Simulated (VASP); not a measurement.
# A VASP study of CaZr (BLYP): structure first, properties next

What structure does CaZr take at this level, and what are its properties? The steps: first try, relaxing cell and atoms (BLYP), second relaxation, single point with fields (BLYP), band structure (BLYP), total and projected DOS (BLYP), volume scan with BLYP, fit for BLYP, core levels (BLYP) and total energy, forces and stress (BLYP), changed input. The cell is invented: it takes the structure of a Materials Project entry for CaPb (space group 123 there), with some of its atoms replaced by other elements, volume scaled by an estimate. It may not be a known or stable phase. The atoms of the start are displaced at random from the sites of a P4/mmm cell.

Program: VASP 6.6.1. Level of theory: BLYP; plane waves and PAW (Zr_sv, Ca_sv); invented cell. Results are calculated unless marked as measured.

### 1. Starting point

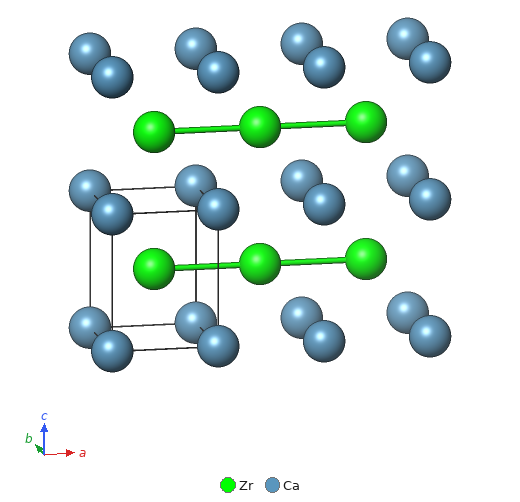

The cell as given, slightly off an axis (zirconium green, calcium blue). 3×1×2 cells are drawn. Some periodic images of atoms are drawn too.

As a file:

```xyz
2
Lattice="3.4586 0.0000 0.0000 0.0000 3.4586 0.0000 0.0000 0.0000 4.4874" Properties=species:S:1:pos:R:3 pbc="T T T"
Zr    1.7298    1.7435    2.2339
Ca   -0.0078   -0.0154    0.0149
```

### 2. First try

This run is made with a changed input; what comes of it follows.

Input file INCAR:

```
SYSTEM = CaZr
PREC = Low
ENCUT = 250
EDIFF = 1E-06
NELM = 90
ISMEAR = 1
SIGMA = 0.2
LREAL = .FALSE.
ALGO = Normal
GGA = B5
ALDAX = 1
AGGAX = 1
AGGAC = 1
ALDAC = 0
LORBIT = 11
LWAVE = .FALSE.
LCHARG = .FALSE.
IBRION = 2
NSW = 30
ISIF = 3
EDIFFG = -0.01
```

Input file POSCAR:

```
CaZr
1.0
    3.4586310000      0.0000000000      0.0000000000
    0.0000000000      3.4586310000      0.0000000000
    0.0000000000      0.0000000000      4.4873820000
Zr Ca
1 1
Direct
    0.5001500000      0.5040960000      0.4978110000
   -0.0022520000     -0.0044630000      0.0033140000
```

Input file KPOINTS:

```
Automatic mesh
0
Gamma
6 6 5
0 0 0
```

The projector-augmented-wave data sets are Zr_sv and Ca_sv (PBE family, release 64).

Launch:

```console
mpirun -np 1 vasp_std
```

What it wrote:

```text
[banner, memory and clock lines left out]
running    1 mpi-ranks, on    1 nodes
 distrk:  each k-point on    1 cores,    1 groups
 distr:  one band on    1 cores,    1 groups

 POSCAR found type information on POSCAR ZrCa
 POSCAR found :  2 types and       2 ions
|                                                                             |
|               ----> ADVICE to this user running VASP <----                  |
|                                                                             |
|     You enforced a specific xc type in the INCAR file but a different       |
|     [... a line on the potential file left out ...]
|     I HOPE YOU KNOW WHAT YOU ARE DOING!                                     |
|                                                                             |

 LDA part: xc-table for (Slater(with rela. corr.)+VWN5), standard interpolation
 POSCAR, INCAR and KPOINTS ok, starting setup
 FFT: planning ... GRIDC
 FFT: planning ... GRID_SOFT
 FFT: planning ... GRID
 WAVECAR not read
 entering main loop
       N       E                     dE             d eps       ncg     rms          rms(c)
DAV:   1     0.123425759245E+03    0.12343E+03   -0.83076E+03  2919   0.854E+02
DAV:   2    -0.882143108336E+00   -0.12431E+03   -0.12324E+03  3383   0.285E+02
DAV:   3    -0.844679846902E+01   -0.75647E+01   -0.74864E+01  5408   0.477E+01
DAV:   4    -0.854883909044E+01   -0.10204E+00   -0.10200E+00  3152   0.561E+00
DAV:   5    -0.855163827009E+01   -0.27992E-02   -0.27992E-02  4290   0.648E-01    0.735E+00
DAV:   6    -0.762824269303E+01    0.92340E+00   -0.84496E+00  3299   0.128E+01    0.252E+00
DAV:   7    -0.761518938138E+01    0.13053E-01   -0.35299E-01  3985   0.324E+00    0.183E+00
DAV:   8    -0.762085199681E+01   -0.56626E-02   -0.55234E-02  3756   0.171E+00    0.414E-01
DAV:   9    -0.762177143961E+01   -0.91944E-03   -0.97101E-03  4150   0.520E-01    0.157E-01
DAV:  10    -0.762217189213E+01   -0.40045E-03   -0.16306E-03  4141   0.260E-01    0.383E-02
DAV:  11    -0.762222983494E+01   -0.57943E-04   -0.14659E-04  3442   0.725E-02    0.379E-02
DAV:  12    -0.762223136914E+01   -0.15342E-05   -0.25525E-05  3572   0.436E-02    0.493E-03
DAV:  13    -0.762223121091E+01    0.15823E-06   -0.47981E-06  2780   0.132E-02
   1 F= -.76222312E+01 E0= -.76216802E+01  d E =-.762223E+01
 curvature:   0.00 expect dE= 0.000E+00 dE for cont linesearch  0.000E+00
 trial: gam= 0.00000 g(F)=  0.195E-02 g(S)=  0.141E+00 ort = 0.000E+00 (trialstep = 0.100E+01)
 search vector abs. value=  0.143E+00
 bond charge predicted
       N       E                     dE             d eps       ncg     rms          rms(c)
DAV:   1    -0.906142243421E+01   -0.14392E+01   -0.46029E+01  2998   0.725E+01    0.753E+00
DAV:   2    -0.792790553447E+01    0.11335E+01   -0.61733E+00  3621   0.198E+01    0.372E+00
DAV:   3    -0.764393307742E+01    0.28397E+00   -0.89271E-01  4284   0.766E+00    0.997E-01
DAV:   4    -0.766421623684E+01   -0.20283E-01   -0.24562E-01  4822   0.219E+00    0.802E-01
DAV:   5    -0.768112254604E+01   -0.16906E-01   -0.12994E-02  3460   0.666E-01    0.423E-01
DAV:   6    -0.769112417743E+01   -0.10002E-01   -0.21426E-02  4681   0.499E-01    0.850E-02
DAV:   7    -0.769148757262E+01   -0.36340E-03   -0.45820E-04  3244   0.171E-01    0.350E-02
DAV:   8    -0.769151193396E+01   -0.24361E-04   -0.64133E-05  4986   0.410E-02    0.923E-03
DAV:   9    -0.769151567571E+01   -0.37418E-05   -0.36448E-06  2529   0.134E-02    0.451E-03
DAV:  10    -0.769151564519E+01    0.30527E-07   -0.81951E-07  1744   0.850E-03
   2 F= -.76915156E+01 E0= -.76916411E+01  d E =-.692844E-01
[... from here on, the cycles between the ionic steps are left out ...]
   3 F= -.76916083E+01 E0= -.76917198E+01  d E =-.693771E-01
   4 F= -.77203454E+01 E0= -.77201382E+01  d E =-.287371E-01
   5 F= -.77399501E+01 E0= -.77400725E+01  d E =-.483418E-01
   6 F= -.77406271E+01 E0= -.77410673E+01  d E =-.676973E-03
   7 F= -.77442727E+01 E0= -.77445635E+01  d E =-.432261E-02
   8 F= -.77442709E+01 E0= -.77445639E+01  d E =-.432072E-02
   9 F= -.77442660E+01 E0= -.77445624E+01  d E =-.431591E-02
  10 F= -.77443837E+01 E0= -.77447834E+01  d E =-.117666E-03
  11 F= -.77444145E+01 E0= -.77448927E+01  d E =-.148470E-03
 curvature:  -1.16 expect dE=-0.188E-04 dE for cont linesearch -0.268E-05
 ZBRENT: extrapolating
 opt :   2.4846  next Energy=    -7.744418 (dE=-0.152E-03)
 bond charge predicted
       N       E                     dE             d eps       ncg     rms          rms(c)
DAV:   1    -0.774448152845E+01   -0.67613E-04   -0.52330E-03  2823   0.720E-01    0.542E-02
DAV:   2    -0.774442738985E+01    0.54139E-04   -0.14896E-04  3005   0.100E-01    0.258E-02
DAV:   3    -0.774441183450E+01    0.15555E-04   -0.43796E-05  3765   0.517E-02    0.799E-03
DAV:   4    -0.774441201541E+01   -0.18091E-06   -0.29102E-06  3126   0.104E-02
  12 F= -.77444120E+01 E0= -.77449312E+01  d E =-.145972E-03
 curvature:  -1.69 expect dE=-0.235E-04 dE for cont linesearch -0.737E-06
 trial: gam= 0.04206 g(F)=  0.819E-06 g(S)=  0.131E-04 ort =-0.833E-05 (trialstep = 0.144E+01)
 search vector abs. value=  0.135E-04
 reached required accuracy - stopping structural energy minimisation
```

Elapsed: 96 s, on 1 MPI rank of AMD EPYC 7R43, shared host; peak memory 0.09 GiB.

The logs omit lines about the potential files and the build; timing stands in the text.

From OUTCAR (step 2):

```text
ion  position               nearest neighbor table
   1  0.500  0.504  0.498-   2 3.28   2 3.29   2 3.31   2 3.32   2 3.32   2 3.32   2 3.35   2 3.36

  LATTYP: Found a simple tetragonal cell.
 ALAT       =     3.4586310000
 C/A-ratio  =     1.2974445669

 Subroutine GETGRP returns: Found  1 space group operations
 (whereof  1 operations were pure point group operations)

The static configuration has the point symmetry C_1 .

 Found     92 irreducible k-points:

   k-points           NKPTS =     92   k-points in BZ     NKDIM =     92   number of bands    NBANDS=     15

   dimension x,y,z NGX =    14 NGY =   14 NGZ =   18
   dimension x,y,z NGXF=    18 NGYF=   18 NGZF=   24

   ENCUT  =  250.0 eV  18.37 Ry    4.29 a.u.   4.46  4.46  5.79*2*pi/ulx,y,z

   NELECT =      22.0000    total number of electrons

 k-points in reciprocal lattice and weights: Automatic mesh
   0.00000000  0.00000000  0.00000000       0.006
   0.16666667  0.00000000  0.00000000       0.011
   0.00000000  0.16666667  0.00000000       0.011
   0.33333333  0.00000000  0.00000000       0.011
   0.00000000  0.33333333  0.00000000       0.011
   0.50000000  0.00000000  0.00000000       0.006
   0.00000000  0.50000000  0.00000000       0.006
   0.16666667  0.16666667  0.00000000       0.011
  -0.16666667  0.16666667  0.00000000       0.011
[...]
0.33333333  0.50000000  0.40000000       0.011
   0.50000000  0.50000000  0.40000000       0.011

 average (electrostatic) potential at core
       1 -78.3523       2 -43.8454

 E-fermi :   5.6727

 k-point     1 :       0.0000    0.0000    0.0000
  band No.  band energies     occupation
    ...
      7     -15.9446      2.00000
      8     -15.9446      2.00000
      9       1.1133      2.00000
     10       4.0482      2.00000
     11       4.7138      2.00000
     12       7.5062     -0.00000
     13       7.5065     -0.00000
     14       7.7695     -0.00000
     15       8.0348     -0.00000

 k-point     2 :       0.1667    0.0000    0.0000
  band No.  band energies     occupation
    ...
      7     -16.0271      2.00000
      8     -15.9371      2.00000
      9       1.6016      2.00000
     10       4.4071      2.00000
     11       5.0096      2.00003
     12       6.5987     -0.00000
     13       7.6739     -0.00000
     14       7.7697     -0.00000
     15       8.1847     -0.00000

 k-point     3 :       0.0000    0.1667    0.0000
  band No.  band energies     occupation
    ...
      7     -16.0271      2.00000
      8     -15.9372      2.00000
      9       1.6016      2.00000
     10       4.4071      2.00000
     11       5.0096      2.00003
     12       6.5988     -0.00000
     13       7.6738     -0.00000
     14       7.7697     -0.00000
     15       8.1847     -0.00000

  Total        0.0135948      0.0137573      0.0122243     -0.0001729     -0.0029812     -0.0011023
  in kB        0.3895001      0.3941545      0.3502337     -0.0049540     -0.0854136     -0.0315822
  external PRESSURE =       0.3779628 kB  Pullay stress =       0.0000000 kB

  energy-cutoff  :      250.00
  volume of cell :       55.92
      direct lattice vectors                 reciprocal lattice vectors
     3.348531080  0.000030504  0.000093450     0.298638411 -0.000002720 -0.000012610
     0.000030504  3.348470456  0.000266336    -0.000002720  0.298643821 -0.000037344
     0.000210601  0.000623659  4.987425709    -0.000005596 -0.000015948  0.200504242

 POSITION                                       TOTAL-FORCE (eV/Angst)
 -----------------------------------------------------------------------------------
      1.67109      1.67454      2.49692        -0.001058     -0.002547     -0.000941
      3.34482      3.34729      0.00294         0.001058      0.002547      0.000941
 -----------------------------------------------------------------------------------
    total drift:                               -0.000612     -0.000099     -0.001278

  FREE ENERGIE OF THE ION-ELECTRON SYSTEM (eV)
  ---------------------------------------------------
  free  energy   TOTEN  =        -7.7444120154 eV

  energy  without entropy=       -7.7459695495  energy(sigma->0) =       -7.74493119

 reached required accuracy - stopping structural energy minimisation

 total charge
# of ion       s       p       d       tot
------------------------------------------
    1        2.227   5.909   1.661   9.797
    2        2.088   5.835   0.315   8.238
--------------------------------------------------
tot          4.315  11.743   1.976  18.035

[... 3 further parts left out ...]
```

The run converged, but on settings that are not sound, so its numbers are not to be trusted.

The fault in the input: cell relaxed at a low cutoff (ENCUT = 250 and PREC = "Low"). Relax cells at about 1.3 times the default cutoff with PREC = Accurate.

[end of part 1 of 5]

[Lines on the potential files, build, host, timing and source positions are cut from VASP's logs without a mark.]

[Logs are printed without paths, hosts, clocks, repeated set-up lines and the standing remarks that a program may print on its own settings, such as how far it seeks lower states.]

[Hosts, paths, dates, database ids (printed as entryN), source tags and the programs' standing remarks are cut or masked in the printed files.]

[A measured line is paired with the nearest computed mode of its activity, which favours agreement.]

[In band tables of VASP the shares of atoms and orbitals are scaled to a sum of 1 inside the atoms' spheres.]
